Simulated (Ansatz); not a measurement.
# A computed series for BaTiO3: carrier doping

Take BaTiO$_{3}$ in the cubic perovskite structure (space group Pm-3m, No. 221; a = 4.019 Å) as the base.

Carriers are added at fixed cell with a uniform background; the Fermi–Dirac width is that of 300 K.

Method: Ansatz (a first-principles code), PBE, PAW, cutoff 420 eV, without spin-orbit coupling, earlier PAW set.

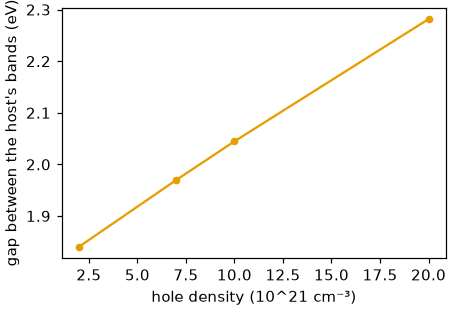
*Gap between the host's bands against hole density*

Q: From the plot, what is the gap between the host's bands for holes 2.0×10^21 cm⁻³?

A: About 1.84 eV.

Q: Is the trend monotonic over the range shown?

A: Yes, it rises throughout, spanning 1.84 eV to 2.28 eV.

Charged cell with a jellium background: band edges are those of the host's band count, energies are not comparable with the neutral cell, and many-body gap narrowing is missing. Whether these cells are dynamically stable was not tested. The final runs are not spin-polarised. Many cubic perovskites are stable only at high temperature; tilts and polar distortions were not tested. This is not the structure that BaTiO3 has at room temperature and ambient pressure.
